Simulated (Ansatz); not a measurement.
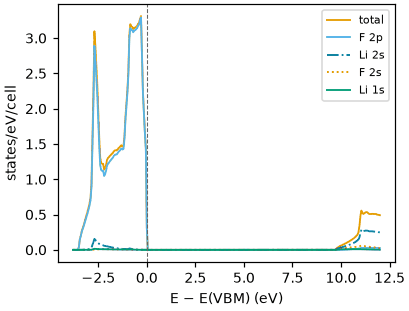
Figure: Total and projected density of states of LiF (rock salt, space group No. 225), the program Ansatz at the LDA level (PAW)

Q: Which orbitals carry the states next to the gap?

A: Top 1 eV of the valence band: F 2p 99 %. Bottom 1 eV of the conduction band: Li 2s 58 %, F 2s 27 %, Li 1s 8 %. Projections are on Löwdin-orthogonalised atomic valence shells; empty p or d shells of many metals are not among them.

Q: Where is the tallest occupied peak in this window, and what makes it?

A: Near -0.3 eV, about 3.3 states/eV per cell; the largest projected share is F 2p.

Space group Fm-3m (rock salt). Symmetry was held in the LDA relaxation; phonons on a q-mesh show no instability.

Potentials: the later of the program's two PAW sets.
